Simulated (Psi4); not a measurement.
# SnBr4 (SMILES [Br][Sn]([Br])([Br])[Br]): levels of theory compared

We compute a comparison of 3 runs (B2PLYP/def2-SVP, wB97M-V/def2-SVP, MP3/def2-SVP) of SnBr4. 

Program for the calculation: Psi4 1.11.

### Step 1. Starting point

SnBr4 has 5 atoms, charge 0, and is taken as a singlet. SMILES: `[Br][Sn]([Br])([Br])[Br]`. Geometry: relaxed at PBE0-D4/def2-TZVP.

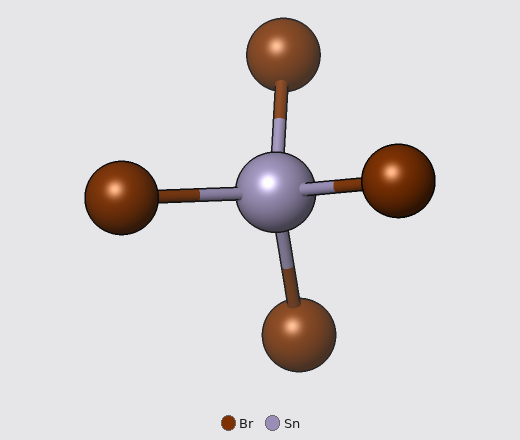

Viewed from a chosen angle; bromine brown, tin purple.

### Step 2. The energy at B2PLYP/def2-SVP (core potential, density fitting for correlation) (run 1)

Input file br4sn.xyz:

```xyz
5
Br4Sn
Br    -1.112740     0.012410     2.177700
Sn    -0.000040     0.000010     0.000030
Br     2.068690    -1.295650     0.148990
Br    -1.477800    -1.012430    -1.664820
Br     0.521880     2.295660    -0.661890
```

Input file job.py:

```python
import psi4

psi4.set_memory(2200000000)
psi4.set_num_threads(1)
psi4.set_output_file('output.dat', False)

with open('br4sn.xyz') as f:
    atoms = ''.join(f.readlines()[2:])
mol = psi4.geometry('0 1\n' + atoms + 'symmetry c1\nno_reorient\nno_com')

psi4.set_options({
    'basis': 'def2-SVP',
    'puream': True,
    'e_convergence': 1e-09,
    'd_convergence': 1e-08,
    'scf_type': 'direct',
    'dft_radial_points': 99,
    'dft_spherical_points': 590,
    'num_frozen_docc': 40,
})

energy_value, wavefunction = psi4.energy("b2plyp", molecule=mol, return_wfn=True)
print(f'total energy {energy_value:.8f} hartree = {energy_value * 27.211386:.5f} eV')
for k, v in sorted(psi4.core.scalar_variables().items()):
    print(f'{k:45s} {v:18.10f}')
```

The run is started by

```console
$ python job.py
```

output.dat:

```text
[...]
    !!!  WARNING: ECP capability is in beta. Please check occupations closely.  !!!
[...]
  Running in c1 symmetry.
[...]
  Nuclear repulsion = 1640.415703942342589
[...]
  Multiplicity = 1
[...]
  Nalpha       = 81
  Nbeta        = 81
[...]
    Number of basis functions: 154
[...]
   @DF-RKS iter   1: -10506.66302613555854   -6.26322e+00   1.59292e-02 DIIS/ADIIS
[...]
   @RKS iter  14: -10507.66639262368153   -9.27685e-11   9.61909e-09 DIIS
[...]
  @RKS Final Energy: -10507.66639262368153
   => Energetics <=
    Nuclear Repulsion Energy =           1640.4157039423425886
    One-Electron Energy =              -17980.4930304835361312
    Two-Electron Energy =                6014.7475312225496964
    DFT Exchange-Correlation Energy =    -182.3365973050382252
    Empirical Dispersion Energy =           0.0000000000000000
    VV10 Nonlocal Energy =                  0.0000000000000000
    Total Energy =                     -10507.6663926236833504
[...]
 Multipole Moments:
 ------------------------------------------------------------------------------------
     Multipole            Electronic (a.u.)      Nuclear  (a.u.)        Total (a.u.)
 ------------------------------------------------------------------------------------
 L = 1.  Multiply by 2.5417464519 to convert [e a0] to [Debye]
 Dipole X            :         -0.0004395            0.0003213           -0.0001182
 Dipole Y            :          0.0002770           -0.0002457            0.0000314
 Dipole Z            :          0.0001617           -0.0000756            0.0000861
 Magnitude           :                                                    0.0001496
[...]
```

The script printed:

```text
total energy -10507.99295617 hartree = -285937.05242 eV
B2PLYP DOUBLE-HYBRID CORRECTION ENERGY             -0.3265635452
B2PLYP TOTAL ENERGY                            -10507.9929561689
CURRENT ENERGY                                 -10507.9929561689
CURRENT REFERENCE ENERGY                       -10507.6663926237
DD SOLVATION ENERGY                                 0.0000000000
DFT FUNCTIONAL TOTAL ENERGY                    -10507.6663926237
DFT TOTAL ENERGY                               -10507.9929561689
DFT VV10 ENERGY                                     0.0000000000
DFT XC ENERGY                                    -182.3365973050
DOUBLE-HYBRID CORRECTION ENERGY                    -0.3265635452
GRID ELECTRONS ALPHA                               80.9999996944
GRID ELECTRONS BETA                                80.9999996944
GRID ELECTRONS TOTAL                              161.9999993889
NUCLEAR REPULSION ENERGY                         1640.4157039423
ONE-ELECTRON ENERGY                            -17980.4930304835
PCM POLARIZATION ENERGY                             0.0000000000
PE ENERGY                                           0.0000000000
SCF ITERATION ENERGY                           -10507.6663926237
SCF ITERATIONS                                     14.0000000000
SCF TOTAL ENERGY                               -10507.6663926237
TWO-ELECTRON ENERGY                              6014.7475312225
XC GRID RADIAL POINTS                              99.0000000000
XC GRID SPHERICAL POINTS                          590.0000000000
XC GRID TOTAL POINTS                           267504.0000000000
```

It took 39 s on 1 thread of AMD EPYC 7R32 (Zen 2), shared host; peak memory 1.1 GiB.

### Step 3. A single-point energy at wB97M-V/def2-SVP (core potential) (run 2)

Input file run_ase.py:

```python
import numpy as np
from ase.calculators.psi4 import Psi4
from ase import Atoms

a = Atoms(['Br', 'Sn', 'Br', 'Br', 'Br'], positions=[
    [-1.112740, 0.012410, 2.177700],
    [-0.000040, 0.000010, 0.000030],
    [2.068690, -1.295650, 0.148990],
    [-1.477800, -1.012430, -1.664820],
    [0.521880, 2.295660, -0.661890],
])
calc = Psi4(atoms=a, method='wb97m-v', basis='def2-SVP', memory='2200MB', num_threads=1, charge=0, multiplicity=1, label='psi4-calc')
calc.psi4.set_options({'puream': True, 'e_convergence': 1e-09, 'd_convergence': 1e-08, 'scf_type': 'direct', 'dft_radial_points': 99, 'dft_spherical_points': 590})
a.calc = calc

print(f'energy: {a.get_potential_energy():.6f} eV')
```

The run is started by

```console
$ python run_ase.py
```

psi4-calc.dat:

```text
[...]
    !!!  WARNING: ECP capability is in beta. Please check occupations closely.  !!!
[...]
  Running in c1 symmetry.
[...]
  Nuclear repulsion = 1640.415703942342589
[...]
  Multiplicity = 1
[...]
  Nalpha       = 81
  Nbeta        = 81
[...]
    Number of basis functions: 154
[...]
   @DF-RKS iter   1: -10508.18486659347582   -6.03598e+00   1.64865e-02 ADIIS/DIIS
[...]
   @RKS iter  15: -10509.25272379879425   -2.00089e-11   8.52184e-09 DIIS
[...]
  @RKS Final Energy: -10509.25272379879425
   => Energetics <=
    Nuclear Repulsion Energy =           1640.4157039423425886
    One-Electron Energy =              -17979.4115811586889322
    Two-Electron Energy =                6133.9187787320315692
    DFT Exchange-Correlation Energy =    -304.8363451663972228
    Empirical Dispersion Energy =           0.0000000000000000
    VV10 Nonlocal Energy =                  0.6607198519182083
    Total Energy =                     -10509.2527237987942499
[...]
 Multipole Moments:
 ------------------------------------------------------------------------------------
     Multipole            Electronic (a.u.)      Nuclear  (a.u.)        Total (a.u.)
 ------------------------------------------------------------------------------------
 L = 1.  Multiply by 2.5417464519 to convert [e a0] to [Debye]
 Dipole X            :         -0.0020784            0.0020281           -0.0000503
 Dipole Y            :          0.0005384           -0.0005337            0.0000047
 Dipole Z            :          0.0015701           -0.0014944            0.0000757
 Magnitude           :                                                    0.0000910
[...]
```

The script printed:

```text
energy: -285971.332695 eV
```

Run time: 2.2 min. Hardware: 1 thread of AMD EPYC 7R32 (Zen 2), shared host; peak memory 1.8 GiB.

### Step 4. A single-point energy at MP3/def2-SVP (core potential, density fitting for correlation) (run 3)

Input file br4sn.in:

```
memory 2200 MB

molecule geom {
  0 1
  Br
  Sn 1 r2
  Br 2 r3 1 a3
  Br 2 r4 1 a4 3 d4
  Br 2 r5 1 a5 3 d5

  r2 = 2.445506
  r3 = 2.44552
  a3 = 109.47168
  r4 = 2.445513
  a4 = 109.47364
  d4 = 119.99912
  r5 = 2.445516
  a5 = 109.47335
  d5 = -119.99848
  symmetry c1
  no_reorient
  no_com
}

set globals {
  basis           def2-SVP
  reference       rhf
  puream          true
  e_convergence   1e-09
  d_convergence   1e-08
  scf_type        direct
  num_frozen_docc 40
}

energy("mp3")
```

The run is started by

```console
$ psi4 -i br4sn.in -o br4sn.out -n 1
```

br4sn.out:

```text
[...]
    !!!  WARNING: ECP capability is in beta. Please check occupations closely.  !!!
[...]
  Running in c1 symmetry.
[...]
  Nuclear repulsion = 1640.415765388414229
[...]
  Multiplicity = 1
[...]
  Nalpha       = 81
  Nbeta        = 81
[...]
    Number of basis functions: 154
[...]
   @DF-RHF iter   1: -10501.10976286083678   -7.30548e+00   1.38761e-02 DIIS/ADIIS
[...]
   @RHF iter  16: -10501.94986827949833   -3.63798e-12   5.07741e-09 DIIS
[...]
  @RHF Final Energy: -10501.94986827949833
   => Energetics <=
    Nuclear Repulsion Energy =           1640.4157653884142292
    One-Electron Energy =              -17980.8334839276285493
    Two-Electron Energy =                5838.4678502597171246
    Total Energy =                     -10501.9498682794983324
[...]
 Multipole Moments:
 ------------------------------------------------------------------------------------
     Multipole            Electronic (a.u.)      Nuclear  (a.u.)        Total (a.u.)
 ------------------------------------------------------------------------------------
 L = 1.  Multiply by 2.5417464519 to convert [e a0] to [Debye]
 Dipole X            :          0.0002166           -0.0002017            0.0000149
 Dipole Y            :          0.0013007           -0.0012238            0.0000769
 Dipole Z            :         -0.0024043            0.0022615           -0.0001429
 Magnitude           :                                                    0.0001629
[...]
	DF-MP2 Total Energy (a.u.)         : -10502.96620940710272
[...]
	DF-MP3 Total Energy (a.u.)         : -10502.96148454966897
[...]
```

Wall time 44 s (1 thread of AMD EPYC 7R32 (Zen 2), shared host); peak memory 0.53 GiB.

### Step 5. The series

| run | level | fitting correlation | frozen core orbitals | energy (Eh) | HOMO energy (eV) | LUMO energy (eV) | HOMO–LUMO gap (eV) | wall time |
| --- | --- | --- | --- | --- | --- | --- | --- | --- |
| 1 | B2PLYP/def2-SVP (core potential, density fitting for correlation) | density fitting | 40 | -10507.992956 | -9.87 | -2.11 | 7.76 | 39 s |
| 2 | wB97M-V/def2-SVP (core potential) | – | 0 | -10509.252724 | -11.01 | -1.41 | 9.60 | 2.2 min |
| 3 | MP3/def2-SVP (core potential, density fitting for correlation) | density fitting | 40 | -10502.961485 | -11.86 | 0.18 | 12.04 | 44 s |

### Step 6. What came out

| quantity | value |
| --- | --- |
| run 3: total energy | -10502.96148 Eh |
| run 3: HOMO energy (Hartree–Fock orbitals) | -11.86 eV |
| run 3: LUMO energy (Hartree–Fock orbitals) | 0.18 eV |
| run 3: HOMO–LUMO gap (Hartree–Fock orbitals) | 12.04 eV |
| run 3: correlation energy (40 core orbitals frozen) | -1011.6 mEh |

In words: Totals of different functionals can't be ranked against each other. All runs together took 3.6 min, the longest 2.2 min.
